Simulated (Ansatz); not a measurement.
# C₂H₄GaN: up Jacob's ladder to CCSD(T), part 2 of 2

Ansatz 0.2.0, Gaussian basis; functionals in def2-TZVPP, the program's frozen cores in correlated methods. Earlier steps stand in the parts before.

## Step 15: LC-ωPBE (range-separated)

in.yaml

```yaml
crystal:
  periodic: [false, false, false]
  atoms:
    - {symbol: N, position_ang: [0.231749, 1.315206, 0.100980]}
    - {symbol: C, position_ang: [-0.180118, 0.035119, 0.308582]}
    - {symbol: C, position_ang: [0.202763, -1.025175, -0.432453]}
    - {symbol: Ga, position_ang: [-1.305165, -0.990702, 1.661288]}
    - {symbol: H, position_ang: [0.691172, 1.562077, -0.763026]}
    - {symbol: H, position_ang: [-0.263273, 2.065412, 0.545005]}
    - {symbol: H, position_ang: [0.860597, -0.987666, -1.300968]}
    - {symbol: H, position_ang: [-0.145525, -2.031471, -0.175108]}
basis:
  gaussian: {orbitals: def2-TZVPP}
hamiltonian: {xc: {name: LC-wPBE}}
output: {orbitals: {seedname: orbitals}}
```

On the command line:

```bash
> ansatz run in.yaml --threads 2 --pin off --events-out ev --progress --plain --max-ram 4352MiB
```

Log, shortened:

```text
Functional definition: LC-wPBE
  name "LC-wPBE"
  cite "Vydrov & Scuseria, J. Chem. Phys. 125, 234109 (2006) doi:10.1063/1.2409292"
  cite "Heyd & Scuseria, J. Chem. Phys. 120, 7274 (2004) doi:10.1063/1.1668634"
  cite "Ernzerhof & Perdew, J. Chem. Phys. 109, 3313 (1998) doi:10.1063/1.476928"
  cite "Perdew, Burke & Ernzerhof, Phys. Rev. Lett. 77, 3865 (1996) doi:10.1103/PhysRevLett.77.3865"
  parent pbe
[...]
1119 factors; their error is unknown
337 factors; integrals over basis functions are off by at most 2.0e-5 eV
[...]
mean field -55997.82832224 eV, -2057.8822341511 hartree, gradient 5.4e-5 eV, S^2 0.000000; 0 other end points of the search recorded, 0 dependent functions left out
reference -55997.82832225 eV, -2057.8822341513 hartree; 27, 27 occupied and 170, 170 virtual orbitals, 1119 factors
Total energy: -55997.82832225 eV, -2057.8822341513 hartree
```

Run time: 2.4 s. Hardware: 2 threads of AMD EPYC 9R14, shared host.

With the free atoms at this level, -55967.785 eV in sum, the atomisation energy is 30.044 eV. HOMO -8.34 eV, LUMO 0.78 eV.

## Step 16: ωB97X-V (range-separated)

Changes to in.yaml since step 15:

```diff
@@ -13,3 +13,3 @@
   gaussian: {orbitals: def2-TZVPP}
-hamiltonian: {xc: {name: LC-wPBE}}
+hamiltonian: {xc: {name: wB97X-V}}
 output: {orbitals: {seedname: orbitals}}
```

Same command.

Log, shortened:

```text
Functional definition: wB97X-V
  name "wB97X-V"
  cite "Mardirossian & Head-Gordon, Phys. Chem. Chem. Phys. 16, 9904 (2014) doi:10.1039/C3CP54374A"
  cite "Becke, J. Chem. Phys. 107, 8554 (1997) doi:10.1063/1.475007"
  cite "Vydrov & Van Voorhis, J. Chem. Phys. 133, 244103 (2010) doi:10.1063/1.3521275"
[...]
      + integral(e_c_pw_opposite_spin*poly(b97_u_opposite, cos0, cos1)) + vv10(b, c)
1154 factors; their error is unknown
274 factors; integrals over basis functions are off by at most 7.5e-6 eV
[...]
mean field -56001.36919293 eV, -2058.0123587489 hartree, gradient 3.7e-5 eV, S^2 0.000000; 0 other end points of the search recorded, 0 dependent functions left out
reference -56001.36919119 eV, -2058.0123586847 hartree; 27, 27 occupied and 170, 170 virtual orbitals, 1154 factors
Total energy: -56001.36919119 eV, -2058.0123586847 hartree
```

Wall time 7 s (2 threads of AMD EPYC 9R14, shared host); peak memory 0.53 GiB.

With the free atoms at this level, -55971.192 eV in sum, the atomisation energy is 30.178 eV. HOMO -8.04 eV, LUMO 0.69 eV.

## Step 17: ωB97M-V (range-separated)

Changes to in.yaml since step 16:

```diff
@@ -13,3 +13,3 @@
   gaussian: {orbitals: def2-TZVPP}
-hamiltonian: {xc: {name: wB97X-V}}
-output: {orbitals: {seedname: orbitals}}
+hamiltonian: {xc: {name: wB97M-V}}
+output: {forces: true, orbitals: {seedname: orbitals}}
```

Same command.

Log, shortened:

```text
Functional definition: wB97M-V
  name "wB97M-V"
  cite "Mardirossian & Head-Gordon, J. Chem. Phys. 144, 214110 (2016) doi:10.1063/1.4952647"
  cite "Becke, J. Chem. Phys. 107, 8554 (1997) doi:10.1063/1.475007"
  cite "Vydrov & Van Voorhis, J. Chem. Phys. 133, 244103 (2010) doi:10.1063/1.3521275"
  # Of w^i u^j: cxij and so on, Table III.
[...]
  gx(w, u) = 1 - cx + cx01*u + cx10*w
  gss(w, u) = css00 + css04*u^4 + css10*w + css20*w^2 + css43*w^4*u^3
  gos(w, u) = cos00 + cos10*w + (cos20 + cos21*u)*w^2 + (cos60 + cos61*u)*w^6
[...]
      + integral(e_c_pw_mod_opposite_spin*gos(b97_w_opposite, b97_u_opposite)) + vv10(b, c)
1154 factors; their error is unknown
274 factors; integrals over basis functions are off by at most 7.5e-6 eV
[...]
mean field -56003.15378375 eV, -2058.0779412519 hartree, gradient 6.5e-5 eV, S^2 0.000000; 0 other end points of the search recorded, 0 dependent functions left out
[...]
reference -56003.15382641 eV, -2058.0779428196 hartree; 27, 27 occupied and 170, 170 virtual orbitals, 1154 factors
Total energy: -56003.15382641 eV, -2058.0779428196 hartree
Atom 0 at     0.231749     1.315206     0.100980 Å, force     0.136657     0.348457    -0.106573 eV/Å
Atom 1 at    -0.180118     0.035119     0.308582 Å, force    -0.131400    -0.390550     0.076485 eV/Å
Atom 2 at     0.202763    -1.025175    -0.432453 Å, force     0.013790    -0.012648    -0.018505 eV/Å
Atom 3 at    -1.305165    -0.990702     1.661288 Å, force     0.019554     0.005101    -0.025892 eV/Å
Atom 4 at     0.691172     1.562077    -0.763026 Å, force    -0.033975    -0.022176     0.045842 eV/Å
Atom 5 at    -0.263273     2.065412     0.545005 Å, force     0.023750    -0.035146    -0.028984 eV/Å
Atom 6 at     0.860597    -0.987666    -1.300968 Å, force    -0.052020     0.020574     0.079194 eV/Å
Atom 7 at    -0.145525    -2.031471    -0.175108 Å, force     0.023644     0.086389    -0.021566 eV/Å
Dipole moment:    -0.018491     0.406631    -0.074923 e Å
```

Run time: 10 s. Hardware: 2 threads of AMD EPYC 9R14, shared host; peak memory 0.6 GiB.

With the free atoms at this level, -55972.905 eV in sum, the atomisation energy is 30.249 eV. HOMO -7.97 eV, LUMO 0.55 eV.

## Step 18: B2PLYP (double hybrid)

Changes to in.yaml since step 17:

```diff
@@ -13,3 +13,2 @@
   gaussian: {orbitals: def2-TZVPP}
-hamiltonian: {xc: {name: wB97M-V}}
-output: {forces: true, orbitals: {seedname: orbitals}}
+hamiltonian: {xc: {name: B2PLYP}}
```

Launched as before.

Log, shortened:

```text
Functional definition: B2PLYP
  name "B2PLYP"
  cite "Grimme, J. Chem. Phys. 124, 034108 (2006) doi:10.1063/1.2148954"
  cite "Becke, Phys. Rev. A 38, 3098 (1988) doi:10.1103/PhysRevA.38.3098"
  cite "Lee, Yang & Parr, Phys. Rev. B 37, 785 (1988) doi:10.1103/PhysRevB.37.785"
[...]
1206 factors; integrals over basis functions are off by at most 8.9e-4 eV
[...]
mean field -55987.79856887 eV, -2057.5136475130 hartree, gradient 7.9e-6 eV, S^2 0.000000; 0 other end points of the search recorded, 0 dependent functions left out
12 core orbitals not correlated: weight in the atoms' cores, before any rotation towards them, 1.000 or more for the frozen orbitals, at most 0.000 for the correlated occupied ones
reference -55987.79871752 eV, -2057.5136529758 hartree; 15, 15 occupied and 170, 170 virtual orbitals, 1206 factors
second order -24.64128507 eV of doubles, -0.00000000 eV of singles
Total energy: -55994.45186449 eV, -2057.7581516172 hartree
```

Wall time 5.5 s (2 threads of AMD EPYC 9R14, shared host); peak memory 0.44 GiB.

Atomisation energy: 29.880 eV (free atoms -55964.572 eV, run apart).

## Step 19: PBE-QIDH (double hybrid)

Changes to in.yaml since step 18:

```diff
@@ -13,2 +13,2 @@
   gaussian: {orbitals: def2-TZVPP}
-hamiltonian: {xc: {name: B2PLYP}}
+hamiltonian: {xc: {name: PBE-QIDH}}
```

The command is unchanged.

Log, shortened:

```text
Functional definition: PBE-QIDH
  name "PBE-QIDH"
  cite "Brémond, Sancho-García, Pérez-Jiménez & Adamo, J. Chem. Phys. 141, 031101 (2014) doi:10.1063/1.4890314"
  cite "Perdew, Burke & Ernzerhof, Phys. Rev. Lett. 77, 3865 (1996) doi:10.1103/PhysRevLett.77.3865"
[...]
1206 factors; integrals over basis functions are off by at most 8.9e-4 eV
[...]
mean field -55978.68756580 eV, -2057.1788243259 hartree, gradient 3.7e-6 eV, S^2 0.000000; 0 other end points of the search recorded, 0 dependent functions left out
12 core orbitals not correlated: weight in the atoms' cores, before any rotation towards them, 1.000 or more for the frozen orbitals, at most 0.000 for the correlated occupied ones
reference -55978.68757667 eV, -2057.1788247252 hartree; 15, 15 occupied and 170, 170 virtual orbitals, 1206 factors
second order -22.74281004 eV of doubles, -0.00000000 eV of singles
Total energy: -55986.26851334 eV, -2057.4574190096 hartree
```

It took 5.5 s on 2 threads of AMD EPYC 9R14, shared host; peak memory 0.44 GiB.

With the free atoms at this level, -55956.309 eV in sum, the atomisation energy is 29.960 eV.

## Step 20: Frontier levels by functional

Dipoles come from the runs that computed forces. Levels are read from the orbital files that the runs wrote:

```csv
functional,HOMO (eV),LUMO (eV),gap (eV),dipole (D)
LDA (SPW92),-4.99,-2.11,2.88,
PBE-D4,-4.84,-1.90,2.95,2.14
revPBE-D4,-4.79,-1.81,2.98,
BLYP-D4,-4.74,-1.82,2.92,
r2SCAN-D4,-5.08,-1.78,3.30,2.18
B97M-V,-5.02,-1.80,3.22,
PBE0-D4,-5.86,-1.17,4.68,
B3LYP-D4,-5.72,-1.40,4.32,2.00
r2SCANh-D4,-5.46,-1.52,3.94,
r2SCAN0-D4,-6.02,-1.12,4.90,
HSE06-D4,-5.46,-1.54,3.93,
BHLYP-D4,-6.79,-0.43,6.36,
CAM-B3LYP-D4,-7.13,-0.26,6.87,
LC-ωPBE,-8.34,0.78,9.12,
ωB97X-V,-8.04,0.69,8.73,
ωB97M-V,-7.97,0.55,8.51,1.99
```

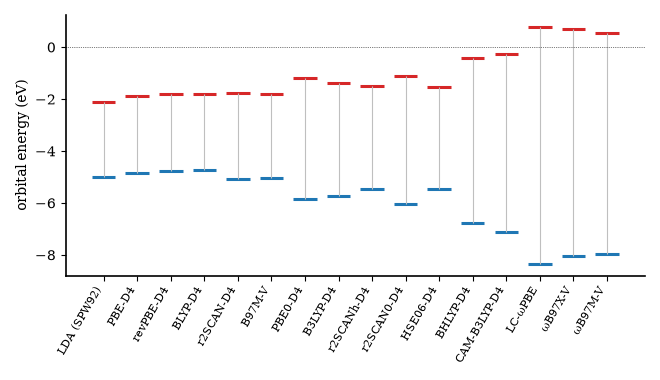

Highest occupied (blue) and lowest empty (red) level by functional.

## Step 21: CCSD(T) in def2-SVP

Changes to in.yaml since step 19:

```diff
@@ -12,3 +12,3 @@
 basis:
-  gaussian: {orbitals: def2-TZVPP}
-hamiltonian: {xc: {name: PBE-QIDH}}
+  gaussian: {orbitals: def2-SVP}
+correlation: {method: ccsd_t}
```

Same command.

Log, shortened:

```text
Functional definition: HF
  name "HF"
  cite "Fock, Z. Phys. 61, 126 (1930) doi:10.1007/BF01340294"
  parent pbe
[...]
963 factors; integrals over basis functions are off by at most 1.3e-3 eV
[...]
mean field -55929.48493720 eV, -2055.3706610757 hartree, gradient 3.7e-6 eV, S^2 0.000000; 0 other end points of the search recorded, 0 dependent functions left out
12 core orbitals not correlated: weight in the atoms' cores, before any rotation towards them, 1.000 or more for the frozen orbitals, at most 0.000 for the correlated occupied ones
reference -55929.48493720 eV, -2055.3706610757 hartree; 15, 15 occupied and 67, 67 virtual orbitals, 963 factors
second order -17.07383078 eV of doubles, -0.00000000 eV of singles
cycle   1  -17.04233958 eV  change    3.1e-2 eV  update   1.1e-1
[...]
cycle  10  -17.72283351 eV  change    2.1e-5 eV  update   2.1e-5
perturbative correction -0.66048521 eV, -0.0242723838 hartree
Total energy: -55947.86825592 eV, -2056.0462355781 hartree
```

Wall time 5.5 s (2 threads of AMD EPYC 9R14, shared host).

## Step 22: CCSD(T) in def2-TZVPP

Changes to in.yaml since step 21:

```diff
@@ -12,3 +12,4 @@
 basis:
-  gaussian: {orbitals: def2-SVP}
+  gaussian: {orbitals: def2-TZVPP}
 correlation: {method: ccsd_t}
+output: {orbitals: {seedname: orbitals}}
```

Same command.

Log, shortened:

```text
Functional definition: HF
  name "HF"
  cite "Fock, Z. Phys. 61, 126 (1930) doi:10.1007/BF01340294"
  parent pbe
[...]
1206 factors; integrals over basis functions are off by at most 8.9e-4 eV
[...]
mean field -55940.40962214 eV, -2055.7721358421 hartree, gradient 1.8e-6 eV, S^2 0.000000; 0 other end points of the search recorded, 0 dependent functions left out
12 core orbitals not correlated: weight in the atoms' cores, before any rotation towards them, 1.000 or more for the frozen orbitals, at most 0.000 for the correlated occupied ones
reference -55940.40962214 eV, -2055.7721358421 hartree; 15, 15 occupied and 170, 170 virtual orbitals, 1206 factors
second order -20.06872027 eV of doubles, -0.00000000 eV of singles
cycle   1  -19.84476196 eV  change    2.2e-1 eV  update   1.1e-1
[...]
cycle  10  -20.56924187 eV  change    2.9e-5 eV  update   2.5e-5
perturbative correction -0.96622635 eV, -0.0355081636 hartree
Total energy: -55961.94509036 eV, -2056.5635497020 hartree
```

It took 67 s on 2 threads of AMD EPYC 9R14, shared host; peak memory 2.4 GiB.

## Step 23: MP2 in def2-QZVPP

Changes to in.yaml since step 22:

```diff
@@ -12,4 +12,3 @@
 basis:
-  gaussian: {orbitals: def2-TZVPP}
-correlation: {method: ccsd_t}
-output: {orbitals: {seedname: orbitals}}
+  gaussian: {orbitals: "def2-QZVPP.json"}
+correlation: {method: mp2}
```

The command is unchanged.

Log:

```text
Functional definition: HF
  name "HF"
  cite "Fock, Z. Phys. 61, 126 (1930) doi:10.1007/BF01340294"
  parent pbe
  exchange = exact_x
  correlation = 0
2348 factors; integrals over basis functions are off by at most 8.6e-4 eV
mean field evaluation 1: about -55937.0175 eV, gradient 4.1e1 eV
mean field evaluation 2: about -55937.1090 eV, gradient 4.1e1 eV
mean field evaluation 4: about -55941.5875 eV, gradient 4.0e0 eV
mean field evaluation 8: about -55941.6607 eV, gradient 4.4e-1 eV
mean field -55941.66294699 eV, -2055.8181946807 hartree, gradient 6.5e-6 eV, S^2 0.000000; 0 other end points of the search recorded, 0 dependent functions left out
12 core orbitals not correlated: weight in the atoms' cores, before any rotation towards them, 1.000 or more for the frozen orbitals, at most 0.000 for the correlated occupied ones
reference -55941.66294699 eV, -2055.8181946807 hartree; 15, 15 occupied and 353, 353 virtual orbitals, 2348 factors
second order -27.80190668 eV of doubles, -0.00000000 eV of singles
Total energy: -55969.46485367 eV, -2056.8398959065 hartree
```

Run time: 19 s. Hardware: 2 threads of AMD EPYC 9R14, shared host; peak memory 1.8 GiB.

Energy pieces by basis (eV):

```csv
basis,HF,MP2 correlation,CCSD correlation,(T),total
def2-SVP,-55929.4849,-17.0738,-17.7228,-0.6605,-55947.8683
def2-TZVPP,-55940.4096,-20.0687,-20.5692,-0.9662,-55961.9451
def2-QZVPP,-55941.6629,-27.8019,,,-55969.4649 (MP2)
```

The report of the def2-TZVPP run gives T1 = 0.0139.

## Step 24: The basis-set limit

No new run: Hartree-Fock is extrapolated as exp(−7.88√X) and correlation as X^−2.97, with X = 3 and 4; only MP2 was run in the larger set, so CCSD(T) minus MP2 is added from the smaller one.

```csv
level,energy at the limit (eV)
HF,-55941.8356
MP2,-55975.3658
CCSD,-55975.8663
CCSD(T),-55976.8325
```

This is no true limit for total energies: MP2 correlation changes by a factor of 1.39 from triple to quadruple zeta (about 1.07 in light molecules), because outer-core shells are correlated in sets not made for them. Much of that cancels between molecule and atoms or ions.

## Step 25: RPA on PBE orbitals

Changes to in.yaml since step 23:

```diff
@@ -12,3 +12,4 @@
 basis:
-  gaussian: {orbitals: "def2-QZVPP.json"}
-correlation: {method: mp2}
+  gaussian: {orbitals: def2-TZVPP}
+hamiltonian: {xc: pbe}
+correlation: {method: rpa}
```

The command is unchanged.

Log, shortened:

```text
Functional definition: PBE
  name "PBE"
  cite "Perdew, Burke & Ernzerhof, Phys. Rev. Lett. 77, 3865 (1996) doi:10.1103/PhysRevLett.77.3865"
  parent pbe
[...]
1206 factors; integrals over basis functions are off by at most 8.9e-4 eV
[...]
mean field -55995.02221434 eV, -2057.7791115879 hartree, gradient 4.3e-6 eV, S^2 0.000000; 0 other end points of the search recorded, 0 dependent functions left out
12 core orbitals not correlated: weight in the atoms' cores, before any rotation towards them, 1.000 or more for the frozen orbitals, at most 0.000 for the correlated occupied ones
reference -55938.88416709 eV, -2055.7160764032 hartree; 15, 15 occupied and 170, 170 virtual orbitals, 1206 factors
Total energy: -55970.81622032 eV, -2056.8895577148 hartree
```

Wall time 4.5 s (2 threads of AMD EPYC 9R14, shared host); peak memory 0.44 GiB.

RPA correlation: -31.932 eV. No RPA run of the hydrogen atom was made, so RPA has no atomisation energy below.

## Step 26: The ladder

Atomisation energy = energies of 1 N, 2 C, 1 Ga, 4 H (separate runs, same level) minus the molecule's; electronic only, no spin-orbit term.

```csv
method,rung,"atoms, summed (eV)",atomisation energy (eV),from CCSD(T)/CBS (eV),time
LDA (SPW92),LDA,-55858.018,35.159,+5.034,1.2 s
PBE-D4,GGA,-55963.963,31.237,+1.112,2.3 s
revPBE-D4,GGA,-55972.896,30.387,+0.262,1.9 s
BLYP-D4,GGA,-55978.169,30.452,+0.327,1.8 s
r2SCAN-D4,meta-GGA,-55974.807,30.192,+0.067,4.1 s
B97M-V,meta-GGA,-55966.982,30.165,+0.040,7 s
PBE0-D4,hybrid,-55965.953,30.431,+0.306,2.5 s
B3LYP-D4,hybrid,-55979.064,30.303,+0.178,3.9 s
r2SCANh-D4,hybrid,-55974.557,29.949,-0.176,4.1 s
r2SCAN0-D4,hybrid,-55974.203,29.601,-0.524,3.9 s
HSE06-D4,hybrid,-55965.705,30.458,+0.333,2.8 s
BHLYP-D4,hybrid,-55975.632,29.138,-0.987,2.7 s
CAM-B3LYP-D4,range-separated,-55978.641,30.316,+0.191,3.1 s
LC-ωPBE,range-separated,-55967.785,30.044,-0.081,2.4 s
ωB97X-V,range-separated,-55971.192,30.178,+0.053,7 s
ωB97M-V,range-separated,-55972.905,30.249,+0.124,10 s
B2PLYP,double hybrid,-55964.572,29.880,-0.245,5.5 s
PBE-QIDH,double hybrid,-55956.309,29.960,-0.165,5.5 s
HF/def2-TZVPP,wavefunction,-55919.683,20.727,-9.398,
MP2/def2-TZVPP,wavefunction,-55930.680,29.798,-0.327,
CCSD/def2-TZVPP,wavefunction,-55932.334,28.645,-1.480,
CCSD(T)/def2-SVP,wavefunction,-55919.501,28.367,-1.758,5.5 s
CCSD(T)/def2-TZVPP,wavefunction,-55932.708,29.237,-0.888,67 s
MP2/CBS,wavefunction,-55944.680,30.686,+0.561,
CCSD(T)/CBS,wavefunction,-55946.708,30.125,0,86 s
```

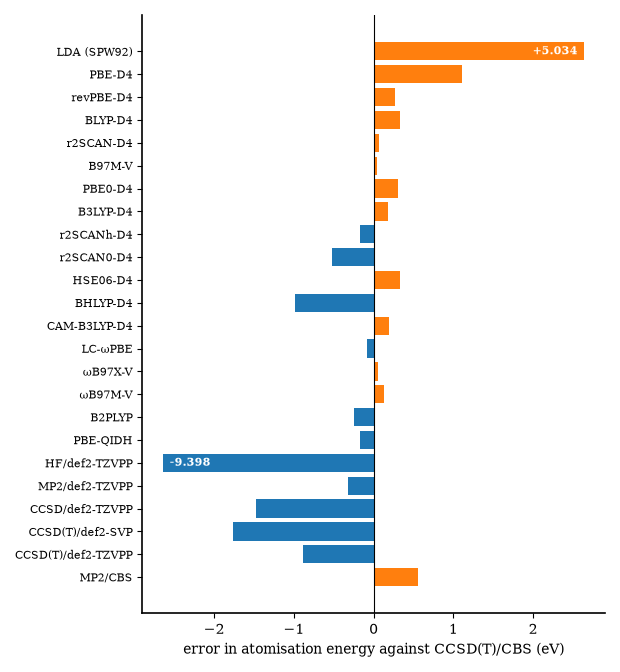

Error of each method against CCSD(T)/CBS. Bars with a number in them are cut short.

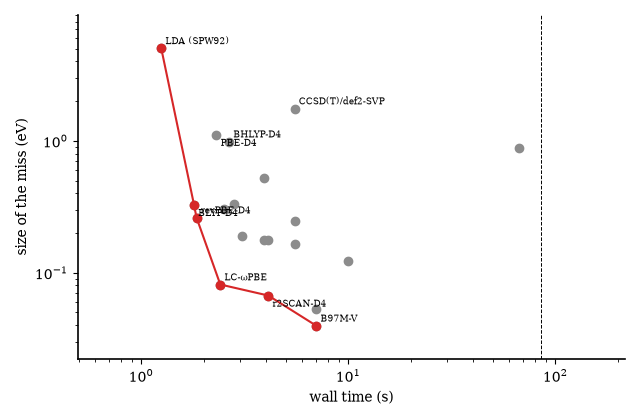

Accuracy for the time spent; red marks the levels that beat every quicker one drawn (of those quicker than the yardstick), and the dashed line is the time of CCSD(T)/CBS. Only those levels and the largest misses are named. Times are from a shared host.

LDA (SPW92), LC-ωPBE, B2PLYP, PBE-QIDH carry no dispersion term (for B3LYP, D4 adds 0.291 eV).

Times are those of the molecule's run; HF, MP2 and CCSD come out of the CCSD(T) runs, and the limit's time is the sum of the runs that it needs.

## Step 27: Results

The summary covers parts 1 to 2.

```
                               quantity                                                                                                          value
        atomisation energy, CCSD(T)/CBS                                                                                                      30.125 eV
    functionals within 0.301 eV (1.0 %)  revPBE-D4, r2SCAN-D4, B97M-V, B3LYP-D4, r2SCANh-D4, CAM-B3LYP-D4, LC-ωPBE, ωB97X-V, ωB97M-V, B2PLYP, PBE-QIDH
                    farthest beyond LDA                                                                                             PBE-D4 (+1.112 eV)
                mean size of error, GGA                                                                                                       0.567 eV
           mean size of error, meta-GGA                                                                                                       0.053 eV
             mean size of error, hybrid                                                                                                       0.417 eV
    mean size of error, range-separated                                                                                                       0.112 eV
      mean size of error, double hybrid                                                                                                       0.205 eV
              gap, smallest and largest                                                                       2.88 eV (LDA (SPW92)), 9.12 eV (LC-ωPBE)
                          T1 diagnostic                                                                                                         0.0139
triples share of the correlation energy                                                                                                          4.5 %
```

**Reading.** The LDA atomisation energy is off by 5.034 eV (17 %): it overbinds. PBE-D4 is off by +1.112 eV. Double hybrids carry the basis error of their MP2 part in triple zeta, and no dispersion term here, so their miss is partly the set-up's. The rungs meta-GGA, range-separated, double hybrid miss on average by less than the doubt on the reference (0.301 eV), so they tie. The reference freezes the cores and leaves out relativity and excitations past (T), and its outer-core shells are covered unevenly, so misses under about 0.301 eV can't be ranked. Hartree-Fock recovers 69 % of the binding; the rest is correlation. CCSD(T) in def2-SVP is off by -1.758 eV, worse than the median functional, from the basis alone. The gap grows from 2.9 to 9.1 eV across the functionals, mostly with the share of exact exchange. Correlated methods include outer-core shells of Ga, which these sets cover unevenly.

B97M-V reaches 0.040 eV from the reference in 7 s, where CCSD(T)/CBS took 86 s; the quickest level in the cost chart, LDA (SPW92), takes 1.2 s and misses by 5.034 eV.
